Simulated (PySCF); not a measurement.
# C6H10Si (SMILES C#C/C=C/[SiH](C)C): what the fields show

```xyz
17

C     4.1433    0.7201    1.1449
C     2.9420    0.6989    1.1811
C     1.5335    0.6664    1.2112
C     0.7904    0.0789    0.2698
Si   -1.0921    0.0143    0.2742
C    -1.7416    0.8627   -1.3015
C    -1.6465   -1.8068    0.2954
H     5.1920    0.7412    1.1175
H     1.0732    1.1561    2.0607
H     1.3169   -0.3923   -0.5532
H    -1.6008    0.7109    1.4690
H    -1.3744    0.3715   -2.1983
H    -2.8266    0.8425   -1.3393
H    -1.4297    1.9018   -1.3474
H    -2.7293   -1.8876    0.2867
H    -1.2853   -2.3192    1.1822
H    -1.2719   -2.3471   -0.5696
```

Geometry: GFN2-xTB.

Computed with PySCF 2.14.0, B3LYP/def2-SVPD, SCF density, gas phase.

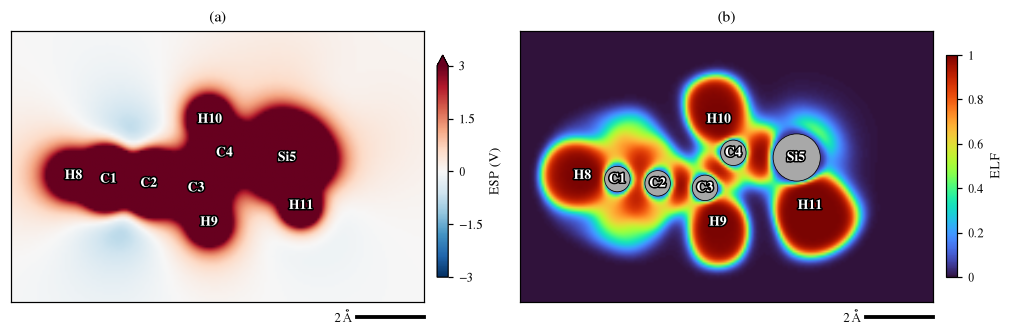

Figure 1. (a) molecular electrostatic potential; (b) ELF on the plane of atoms Si5, C4 and H10. Grey discs cover the atomic cores in the ELF map.

Read the bonding off the picture.

Answer. The section cuts through C, Si and H sites.
C–C (1.20 Å): the ELF peaks at about 0.85 between the atoms: a short, multiple covalent bond.
C–Si (1.88 Å): the ELF peaks at about 1 between the atoms; a shared electron pair.
C–H (1.05 Å): the ELF climbs to about 1 towards the hydrogen, as it does in any bond to H (an ordinary covalent bond to hydrogen).
C–C (1.34 Å): the ELF peaks at about 0.95 between the atoms; a multiple bond.
Si–H (1.47 Å): the ELF climbs to about 1 towards the hydrogen.
Outside the dense part of the molecule the potential is most negative (−0.8 V) near C1.

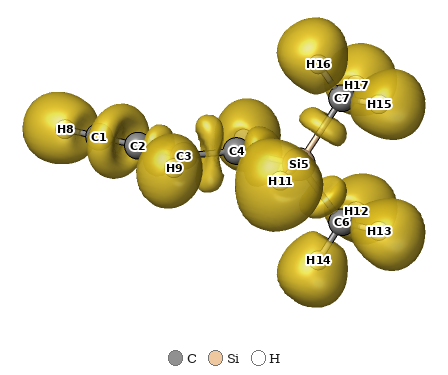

Figure 2. Isosurface of the ELF at 0.8 (yellow), seen at a tilt. Only the valence region is drawn (cores and ρ < 0.01 e/Å³ removed).

Identify the bonds, lone pairs and shells in this picture.

Answer. At this value the surface marks out three regions between bonded C–C atoms (shared pairs), three regions between bonded C–Si atoms (shared pairs) and ten regions around hydrogen nuclei.

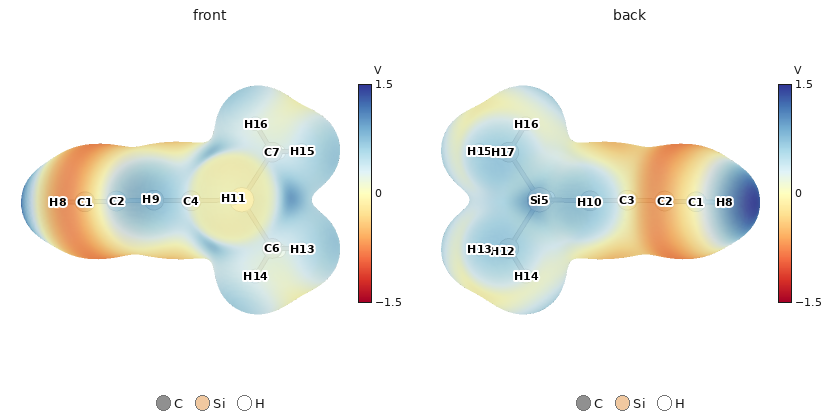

Figure 3. The molecular electrostatic potential painted on the density surface at 0.002 e/bohr³, seen from the front and from behind; the colour scale runs from red (negative) to blue (positive).

Describe the electrostatic potential map.

Answer. The most negative region (about −0.8 V) lies over C1 and C2, the most positive (about +1.4 V) over H8.
